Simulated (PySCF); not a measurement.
C$_{5}$H$_{9}$FOSi (SMILES CO[SiH2]/C=C\C=C\F)

| atom | x (Å) | y (Å) | z (Å) |
| --- | --- | --- | --- |
| C | 3.4193 | 0.3798 | -0.0828 |
| O | 2.5042 | -0.5566 | 0.3946 |
| Si | 0.9287 | -0.3952 | 0.7488 |
| C | -0.0735 | 0.0641 | -0.7849 |
| C | -1.4062 | 0.1083 | -0.8829 |
| C | -2.3024 | -0.1776 | 0.2078 |
| C | -3.6236 | -0.1263 | 0.0814 |
| F | -4.4454 | -0.3966 | 1.1079 |
| H | 4.3886 | -0.1126 | -0.1729 |
| H | 3.5097 | 1.2230 | 0.6067 |
| H | 3.1190 | 0.7611 | -1.0624 |
| H | 0.6884 | -1.7511 | 1.2232 |
| H | 0.7157 | 0.6428 | 1.7695 |
| H | 0.4884 | 0.2941 | -1.6842 |
| H | -1.8843 | 0.3706 | -1.8207 |
| H | -1.8641 | -0.4427 | 1.1575 |
| H | -4.1693 | 0.1270 | -0.8165 |

Geometry: GFN2-xTB.

Computed with PBE0/pcSseg-1, SCF density, gas phase, non-relativistic (PySCF).

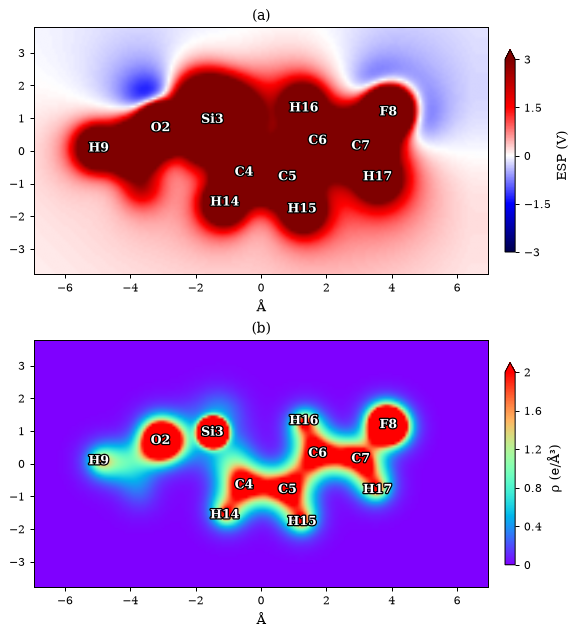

Figure 1. (a) molecular electrostatic potential; (b) electron density on the plane of atoms Si3, C4 and H14.

Read the bonding off the picture.

Answer. The section cuts through O, Si, C, F and H sites. C–C (1.33 Å): ρ at the midpoint is about 2.3 e/Å³. C–F (1.34 Å): ρ at the midpoint is about 2.3 e/Å³. Si–O (1.62 Å): the density is about 1.2 e/Å³ at the midpoint. C–Si (1.89 Å): the density is about 0.94 e/Å³ at the midpoint. C–H (1.08 Å): ρ is about 2 e/Å³ halfway. Outside the dense part of the molecule the potential is most negative (−1.3 V) near O2.

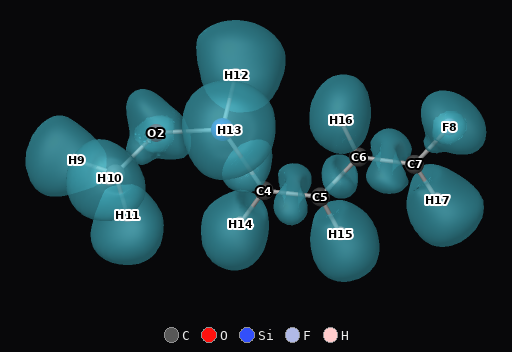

Figure 2. Isosurface of the ELF at 0.75 (cyan), seen at a tilt. Core shells and regions of very low density are left out.

Where are the electrons localised?

Answer. At this value the surface marks out three regions between bonded C–C atoms (shared pairs), one region between bonded C–Si atoms (shared pairs), nine regions around hydrogen nuclei, one region on F in which the atom's valence shell and bonds are merged and one region on O in which the atom's valence shell and bonds are merged.


C–C (1.33 Å): the ELF peaks at about 0.95 between the atoms: a short, multiple covalent bond. C–F (1.34 Å): the ELF peaks at about 0.85 between the atoms, as expected for a polar covalent bond.

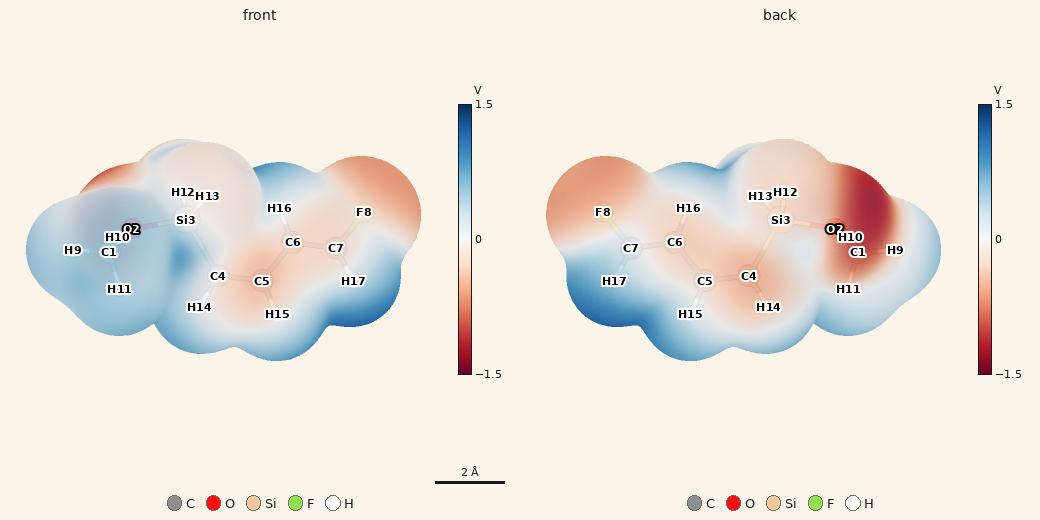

Figure 3. The molecular electrostatic potential painted on the density surface at 0.001 e/bohr³, seen from the front and from behind; the colour scale runs from red (negative) to blue (positive).

Where is the surface potential most negative and most positive?

Answer. The most negative region (about −1.2 V) lies over O2, the most positive (about +1.2 V) over H17. O2 is the likeliest acceptor of a hydrogen bond.

How polar is the molecule by this calculation?

Answer. Its dipole moment is 2.36 D.
